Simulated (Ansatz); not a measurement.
BeLiNO$_{3}$

Input file:

```
crystal:
  periodic: [false, false, false]
  atoms:
    - {symbol: Be, position_ang: [-0.417642, 0.098451, 0.766948]}
    - {symbol: Li, position_ang: [-0.723641, 1.856214, -0.754743]}
    - {symbol: "N", position_ang: [1.843650, 0.948782, 0.486971]}
    - {symbol: O, position_ang: [1.244047, 1.708462, -0.259147]}
    - {symbol: O, position_ang: [1.093648, 0.048524, 1.094650]}
    - {symbol: O, position_ang: [-1.517913, 0.609398, 0.133152]}
basis:
  gaussian: {orbitals: def2-TZVPD}
hamiltonian: {xc: pbe0}
output: {forces: true, orbitals: {seedname: orbitals}}
```

Command:

```sh
ansatz run input.yaml --threads 2 --pin off --max-ram 4350MiB --events-out events.jsonl --progress --plain --runs-dir runs
```

Geometry: B3LYP-D3(BJ)/6-311G**.

Level of theory: isolated molecule in a Gaussian basis; Kohn-Sham density functional theory, functional PBE0 (Ansatz 0.2.0).

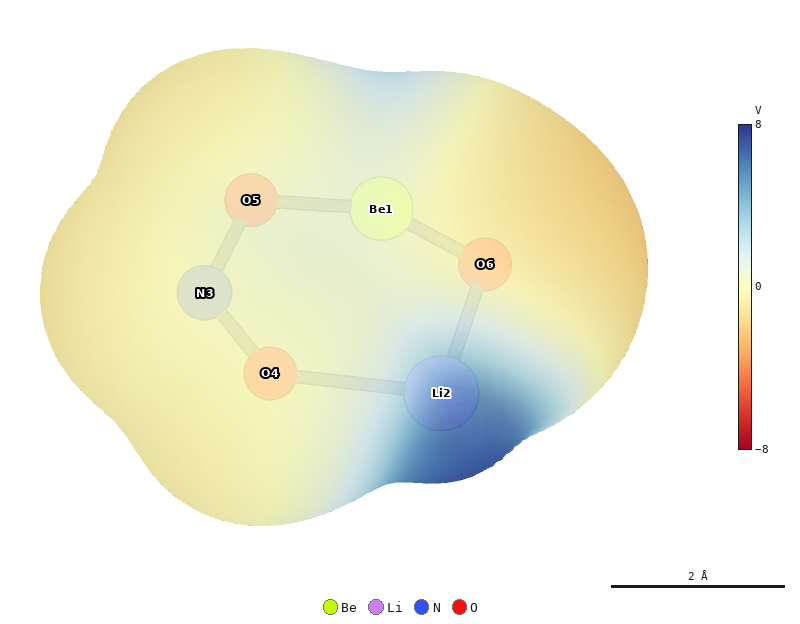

Figure 1. The electrostatic potential painted on the density surface at 0.001 e/bohr³, seen at a tilt; red is negative and blue positive.

Question: Describe the electrostatic potential map.

Answer: The most negative region (about −2.1 V) lies over O6, the most positive (about +6.9 V) over Li2. O6 is the likeliest acceptor of a hydrogen bond.

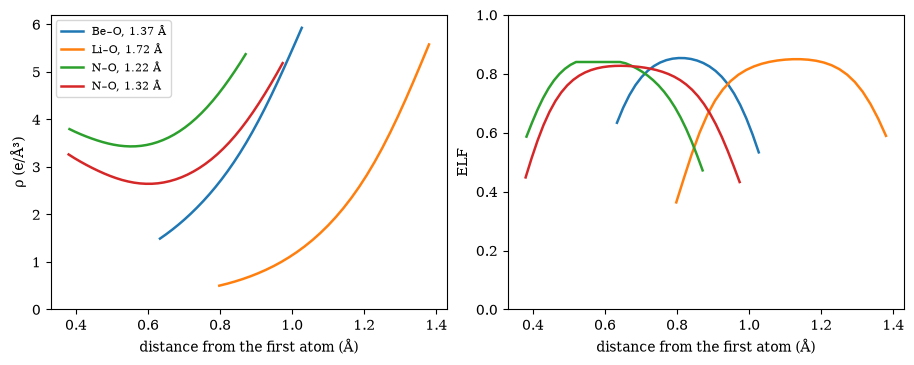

Figure 2. Total electron density and ELF along straight lines between neighbouring atoms. The curves leave out the atomic cores.

Question: Compare the contacts.

Answer: Be–O (1.37 Å): the density is about 1.8 e/Å³ at the midpoint; the ELF peaks at about 0.85 in the valence shell of O, 0.6 Å from its nucleus, and is about 0.75 at the midpoint.
Li–O (1.72 Å): ρ is about 0.64 e/Å³ halfway; the ELF peaks at about 0.85 in the valence shell of O, 0.6 Å from its nucleus, and falls to about 0.20 next to Li (an ionic contact with no shared pair).
N–O (1.22 Å): the density is about 3.5 e/Å³ at the midpoint; the ELF peaks at about 0.85 between the atoms, as expected for a covalent bond.
N–O (1.32 Å): the density is about 2.7 e/Å³ at the midpoint; the ELF peaks at about 0.85 between the atoms (a shared electron pair).

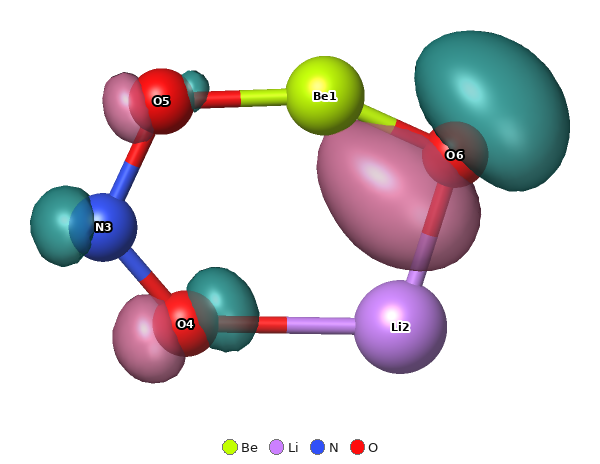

Figure 3. The HOMO−1 at ±0.2 Å⁻³ᐟ² (teal and pink are the two phases), seen at a tilt.

Question: Describe this orbital and give its energy.

Answer: It lies mainly on O6 (about 70 %), Be1 (about 10 %) and O4 (about 10 %); it is symmetric in the molecular plane (an in-plane orbital: σ, lone-pair or in-plane π type); largely a lone pair of O6. Its energy is −7.62 eV.
